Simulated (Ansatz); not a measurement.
# Al3As: a trial structure relaxed

Aim: relax a trial structure of Al3As and see where it ends.

Program: Ansatz 0.2.0. Level of theory: DFT PBE, scalar-relativistic, plane waves, PAW. These are calculated values, not measurements.

## 1. The starting structure

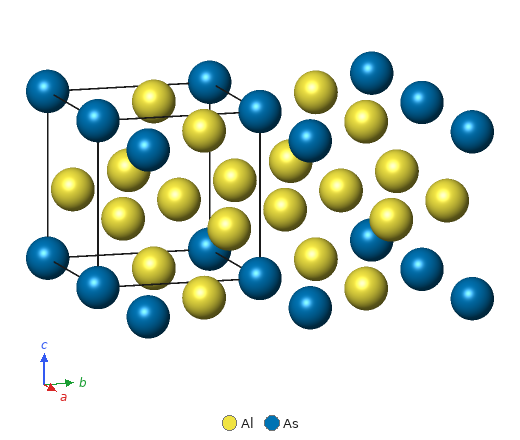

Start, viewed slightly off an axis; aluminium yellow, arsenic blue. 2×2×1 cells are drawn. Atoms on the faces are drawn again on the opposite ones.

Structure file:

```cif
data_structure
_symmetry_space_group_name_H-M 'Pm-3m'
_symmetry_Int_Tables_number 221
_cell_length_a 4.1429
_cell_length_b 4.1429
_cell_length_c 4.1429
_cell_angle_alpha 90.000
_cell_angle_beta 90.000
_cell_angle_gamma 90.000
_cell_volume 71.11
loop_
_atom_site_label
_atom_site_type_symbol
_atom_site_symmetry_multiplicity
_atom_site_Wyckoff_symbol
_atom_site_fract_x
_atom_site_fract_y
_atom_site_fract_z
_atom_site_occupancy
Al1 Al 3 c 0.50000 0.50000 0.00000 1
As1 As 1 a 0.00000 0.00000 0.00000 1
```

The cell is invented: species swapped into a database cell of MnCo3 (Pm-3m, No. 221), with As on the Mn sites and Al on the Co sites. The dimensions are guesses.

## 2. A first look at the guess

input.yaml

```yaml
crystal:
  lattice:
    - [4.14289555, 0.0, 0.0]
    - [0.0, 4.14289555, 0.0]
    - [0.0, 0.0, 4.14289555]
  atoms:
    - { symbol: Al, position: [0.5, 0.5, 0.0] }
    - { symbol: Al, position: [0.5, 0.0, 0.5] }
    - { symbol: Al, position: [0.0, 0.5, 0.5] }
    - { symbol: As, position: [0.0, 0.0, 0.0] }
basis:
  ecutwfc: 420
kpoints:
  mp_grid: { grid: [4, 4, 4] }
hamiltonian:
  xc: pbe
scf:
  occupations: { method: gaussian, width: 0.1 }
  lower_state_search: "off"
output:
  forces: true
  stress: true
  eigenvalues: true
```

On the command line:

```bash
$ ansatz run input.yaml --threads 1 --pin off --max-ram 2560MiB --backend cpu --events-out ev --progress --plain --runs-dir out
```

The program printed, shortened:

```text
Warning: RAYON_NUM_THREADS=1 ignored (pool sized by the plan → 1); use --threads N
[...]
Pseudopotentials: kind: paw
Pseudopotential: Al, paw, valence charge 3, recommended cutoff 420 eV (normal), Al.paw.azcp
Pseudopotential: As, paw, valence charge 15, recommended cutoff 420 eV (normal), As.paw.azcp
Functional definition: PBE
[...]
Crystal: 4 atoms, lattice volume = 71.107 Å³
Basis set: ecut = 420 eV, 1357 PW (Γ), exchange–correlation on 60×60×60 points (8 copies of the dense FFT grid, shifted against one another)
Bands: 16, of which v1, the nominal top of the filled ones, is band 12 counted from 1 (11 counted from 0)
Symmetry: 48 space group operations
Space group: Pm-3m (ITA 221), of the structure as read, at distance tolerance 4.1e-5 Å
k-points: 10 of 64
[...]
SCF iter   1: F=—  HF=-6468.362819 eV  |F-HF|=—  |Δ(HF+E_count)|=         —  Δρ=3.94e-3  dr2=2.19e-2  ethr=1.77e-3  ⟨swp⟩=6.4  Hψ=920  notcnv=0
[...]
SCF iter   6: F=-6468.356458 eV  HF=-6468.356458 eV  |F-HF|=2.57e-8  |Δ(HF+E_count)|=   2.02e-7  Δρ=6.27e-6  dr2=3.33e-8  ethr=4.17e-10  ⟨swp⟩=5.8  Hψ=778  notcnv=0
[...]
SCF converged after 6 iterations
Free energy (F): -6468.356458 eV
[...]
E sigma→0 (E₀):  -6468.351493 eV
Entropy (-TS):   -0.009930 eV (-2.482 meV/atom)
Fermi energy:    9.167699 eV
[...]
--- Forces (eV/Å), atoms counted from 1 ---
  atom   1  Al    -0.00000000    -0.00000000     0.00000000
  atom   2  Al     0.00000000    -0.00000000    -0.00000000
  atom   3  Al     0.00000000     0.00000000     0.00000000
  atom   4  As    -0.00000000     0.00000000    -0.00000000
[...]
--- Stress (GPa, compression-positive) ---
       -2.043572       0.000000       0.000000
        0.000000      -2.043572       0.000000
        0.000000       0.000000      -2.043572
  P = ⅓ Tr σ = -2.0436 GPa (-20.436 kbar)
--- Band table (eV; the first three rows and the last of 10) ---
  k-point 0: bands = ["-27.3014", "-27.3014", "-27.3014", "-27.3010", "-27.3010", "-4.1748", "3.0208", "4.8718", "4.8718", "4.8718", "7.2569", "7.2569", "11.7376", "11.7376", "11.7376", "14.0281"]
[...]
```

Run time: 0.84 s. Hardware: 1 thread of Arm Neoverse V2, shared host; peak memory 0.28 GiB.

From the probe: pressure -2.0 GPa, largest force 0.00 eV/Å, gap on this mesh none (metal). The coarse relaxation is skipped.

## 3. Relaxation on the finer mesh

input.yaml, as its differences from that of step 2:

```diff
@@ -13,3 +13,3 @@
 kpoints:
-  mp_grid: { grid: [4, 4, 4] }
+  mp_grid: { grid: [12, 12, 12] }
 hamiltonian:
@@ -18,3 +18,2 @@
   occupations: { method: gaussian, width: 0.1 }
-  lower_state_search: "off"
 output:
@@ -23 +22,6 @@
   eigenvalues: true
+relax:
+  adjacent_minimum: "off"
+  f_tol: 0.01
+  max_steps: 80
+  cell: { stress_tol: 0.05 }
```

On the command line:

```bash
$ ansatz run input.yaml --threads 1 --pin off --max-ram 2560MiB --backend cpu --events-out ev --progress --plain --runs-dir out
```

The program printed, shortened:

```text
Warning: RAYON_NUM_THREADS=1 ignored (pool sized by the plan → 1); use --threads N
[...]
[... 4 set-up lines as earlier in the session ...]
[...]
Crystal: 4 atoms, lattice volume = 71.107 Å³
Basis set: ecut = 420 eV, 1357 PW (Γ), exchange–correlation on 60×60×60 points (8 copies of the dense FFT grid, shifted against one another)
Bands: 16, of which v1, the nominal top of the filled ones, is band 12 counted from 1 (11 counted from 0)
[... 2 set-up lines as earlier in the session ...]
k-points: 84 of 1728
[...]
SCF iter   1: F=—  HF=-6468.203117 eV  |F-HF|=—  |Δ(HF+E_count)|=         —  Δρ=2.02e-3  dr2=7.45e-3  ethr=1.77e-3  ⟨swp⟩=6.4  Hψ=7873  notcnv=0
[...]
       -0.000000       0.000000      -0.009819
  P = ⅓ Tr σ = -0.0098 GPa (-0.098 kbar)
--- Band table (eV; the first three rows and the last of 84) ---
  k-point 0: bands = ["-27.0215", "-27.0215", "-27.0210", "-27.0210", "-27.0210", "-4.0827", "3.1945", "4.9796", "4.9796", "4.9796", "7.3702", "7.3702", "11.9308", "11.9308", "11.9308", "14.1818"]
[...]
--- Relaxed structure (3 steps of the walk, 3 accepted, 1 SCFs on fresh bases) ---
  F+E_penalty+E_count = -6468.20329360 eV   max|allowed force component| = 8.628e-32 eV/Å   (the final SCF, on the basis selected at the relaxed cell)
  cell:  # Å, volume = 70.3524 Å³
    - [4.128189427214847, -3.199852355518376e-34, 0.0]
    - [-5.1257822999056115e-34, 4.128189427214847, 0.0]
    - [1.925929944387236e-34, 0.0, 4.128189427214847]
  atoms:
    - { symbol: Al, position: [0.5, 0.5, -3.783165137005137e-38] }
    - { symbol: Al, position: [0.5, -4.766788072613242e-37, 0.5] }
    - { symbol: Al, position: [4.539798164391924e-37, 0.5, 0.5] }
    - { symbol: As, position: [-5.14510458631675e-37, 4.0101550452128945e-37, 1.1349495410983757e-37] }
```

Wall time 20 s (1 thread of Arm Neoverse V2, shared host); peak memory 0.38 GiB.

Step by step:

| step | E - E(step 1) (eV/cell) | largest force component (eV/Å) | pressure (GPa) | volume (Å³) |
| --- | --- | --- | --- | --- |
| 1 | 0.0000 | 0.0000 | -0.73 | 71.11 |
| 2 | -0.0016 | 0.0000 | 0.40 | 69.95 |
| 3 | -0.0020 | 0.0000 | -0.01 | 70.35 |
| 4 | -0.0018 | 0.0000 | -0.01 | 70.35 |

Step 1 is the start. Step 4 repeats the geometry before it on a plane-wave basis chosen anew for that cell, so its energy need not be comparable with the rows above.

|  | before | after | change |
| --- | --- | --- | --- |
| a (Å) | 4.143 | 4.128 | -0.4 % |
| b (Å) | 4.143 | 4.128 | -0.4 % |
| c (Å) | 4.143 | 4.128 | -0.4 % |
| volume (Å³/atom) | 17.78 | 17.59 | -1.1 % |
| shortest distance (Å) | 2.929 | 2.919 | -0.4 % |
| space group (0.01 Å) | Pm-3m | Pm-3m | same |

The run keeps the 48 symmetry operations of the start, so it could not have lowered the symmetry.

## 4. Results

```
                              quantity                                                                      value
symmetry at the end (tolerance 0.05 Å)                                                space group Pm-3m (No. 221)
                     conventional cell  a = 4.128 Å, b = 4.128 Å, c = 4.128 Å, α = 90.00°, β = 90.00°, γ = 90.00°
                                volume                                                              17.59 Å³/atom
              energy over the elements                                                              +0.11 eV/atom
                       gap on the mesh                                                               none (metal)
```

In words: The space group Pm-3m (No. 221) is kept, and the volume per atom shrinks by 1.1 % from the first guess. With a positive formation energy it can't be a ground state. No finished test with a distortion of lower symmetry is shown, so the end may be a saddle point.
